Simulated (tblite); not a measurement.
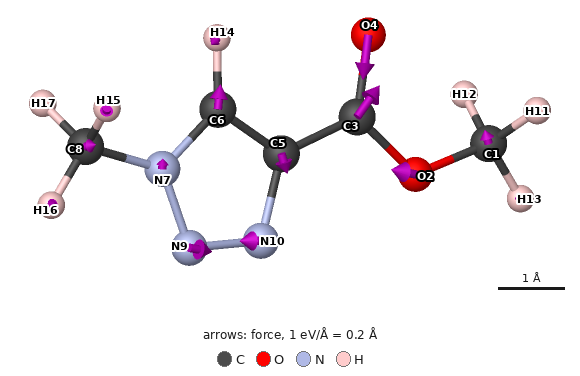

Starting geometry of C5H7N3O2 with the computed forces as purple arrows. The picture is a ball-and-stick view, seen from a free direction.

Level of theory: GFN2-xTB geometry optimisation, gas phase in tblite. 

Q: What follows when this structure is relaxed?

A: It isn't relaxed: the largest force vector, on O4, is 3.50 eV/Å. The final displacements have little in common with the starting forces (cosine between the two patterns 0.28). The largest move after the best rigid fit is that of H16, 0.32 Å. By element the largest moves are H 0.32 Å, O 0.16 Å, C 0.16 Å, N 0.15 Å. Among the contacts that change: O2–C3 1.410 → 1.332 Å, N9–N10 1.325 → 1.270 Å, C3–O4 1.260 → 1.209 Å, C8–H15 1.125 → 1.091 Å. Among the angles between lasting bonds that change: C5–C6–H14 122.2° → 131.6°, O2–C3–C5 119.5° → 112.4°, C1–O2–C3 122.3° → 116.0°. The energy falls by 0.631 eV in 48 geometry steps.
